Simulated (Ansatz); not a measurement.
The calculation's input:

```
crystal:
  lattice:
    - [-2.8337140584, 2.8337140584, 4.7189975288]
    - [2.8337140584, -2.8337140584, 4.7189975288]
    - [2.8337140584, 2.8337140584, -4.7189975288]
  atoms:
    - { symbol: Sn, position: [0.4384024035, 0.9384024035, 0.5] }
    - { symbol: Sn, position: [0.0615975965, 0.5615975965, 0.5] }
    - { symbol: Sn, position: [0.6884024035, 0.6884024035, 0.0] }
    - { symbol: Sn, position: [0.3115975965, 0.3115975965, 0.0] }
    - { symbol: Ge, position: [0.0, 0.0, 0.0] }
    - { symbol: Ge, position: [0.75, 0.25, 0.5] }
basis:
  ecutwfc: 420
kpoints:
  mp_grid: { grid: [8, 8, 8] }
hamiltonian:
  xc: pbe
scf:
  occupations: { method: gaussian, width: 0.1 }
output:
  forces: true
  stress: true
  eigenvalues: true
  write_density: true
  write_potential: true
  elf: true
  volumetric_format: npy
relax:
  adjacent_minimum: "off"
  f_tol: 0.01
  max_steps: 80
  cell: { stress_tol: 0.05 }
```

Launched as:

```sh
ansatz run input.yaml --threads 1 --pin off --max-ram 2560MiB --backend cpu --events-out ev --progress --plain --runs-dir out
```

Below, planes, directions and counts refer to the conventional cell (a = 5.65 Å, b = 5.65 Å, c = 9.52 Å, α = 90.00°, β = 90.00°, γ = 90.00°).

The fields are those of the relaxed geometry.

Space group I4₁/amd; a generated structure, not necessarily the stable one.

These are results of DFT PBE, scalar-relativistic, plane waves, PAW in Ansatz, not measurements.

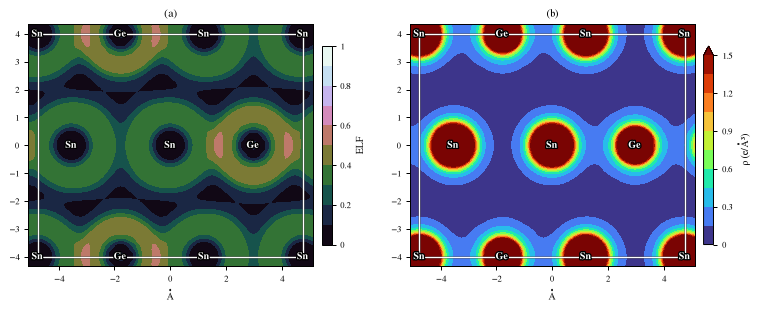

Sn$_{2}$Ge. (a) ELF; (b) valence charge density (pseudo) on the (110) plane of the conventional cell.

The density is the valence pseudo-density of a PAW calculation; it isn't the true density close to the nuclei.

What does the map show?

- Atoms in the plane: Sn and Ge.
- Sn–Ge (2.99 Å): ρ is about 0.23 e/Å³ halfway; the ELF is about 0.45 at the midpoint.
- Between the atoms the lowest density in this plane is 0.05 e/Å³.
